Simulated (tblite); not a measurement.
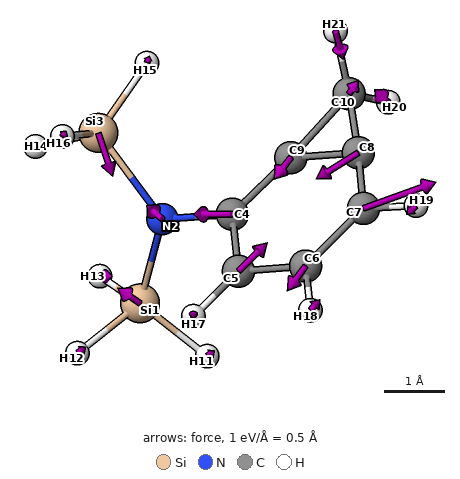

Starting geometry of C$_{7}$H$_{11}$NSi$_{2}$ with the computed forces as purple arrows. Style: ball-and-stick. Shown at a tilt.

The calculation used GFN2-xTB geometry optimisation, gas phase (tblite). 

### What follows when this structure is relaxed?

It isn't relaxed: the largest force vector, on C7, is 2.84 eV/Å. The final displacements have little in common with the starting forces (cosine between the two patterns 0.11). The largest moves after the best rigid fit, 1.76 Å, are those of H15 and H16. By element the largest moves are H 1.76 Å, C 1.04 Å, Si 1.02 Å, N 0.09 Å. Among the contacts that change: N2–Si3 1.803 → 1.753 Å, N2–C4 1.429 → 1.386 Å, C10–H21 1.125 → 1.085 Å, Si1–H13 1.495 → 1.458 Å. Bond angles that change, for instance: C6–C7–C8 122.5° → 112.0°, C5–C4–C9 120.6° → 111.2°, C7–C8–C9 115.8° → 125.0°. Groups turn about N2–C4 by about 60°, Si1–N2 by about 40°. After 157 geometry steps the energy has fallen by 17.1 kcal/mol.
